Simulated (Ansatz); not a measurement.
**Ag under a change: x(Cd) = 0.75, 4 atoms, Cmmm**

Take Ag in the fcc (Cu type) structure (space group Fm-3m, No. 225; a = 4.1052 Å) as the base.

The other end (x = 1) is Cd in the fcc (Cu type) structure (space group Fm-3m, No. 225; a model cell, its experimental status unchecked): 21.71 Å³/atom, gap zero; this end may not be an ambient phase.

Now apply this change: Cd replaces 75.0 % of the Ag, ordered in a cell of 4 atoms (starting symmetry Cmmm) and fully relaxed.

Method: r2SCAN in Ansatz (plane waves to 500 eV, PAW, spin-orbit coupling left out). Γ-centred 10×10×15 mesh, Fermi–Dirac width 0.05 eV, for the changed cell.

| quantity | base | changed | shift |
|---|---|---|---|
| density | 10.36 g/cm³ | 9.23 g/cm³ | -1.121 g/cm³ |
| shortest interatomic distance | 2.903 Å | 2.990 Å | +0.0876 Å |
| band gap | zero | zero | – |
| mixing energy (to 0.01 eV only: unlike meshes or grids) (against an end that may be hypothetical) | – | -0.02 eV/atom | – |
| deviation of the volume from the linear (Vegard-type) interpolation | – | -2.9 % | – |

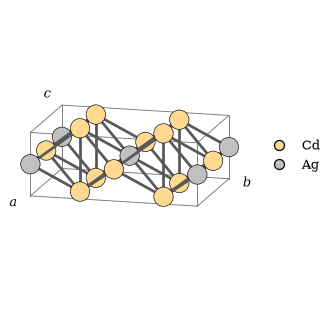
*The relaxed conventional cell after the change*

These are small ordered cells, not random alloys; other orderings at the same x differ. No phonon test of stability was made. This is not the structure that Cd has at room temperature and ambient pressure.

Ansatz is a program for electronic structure.
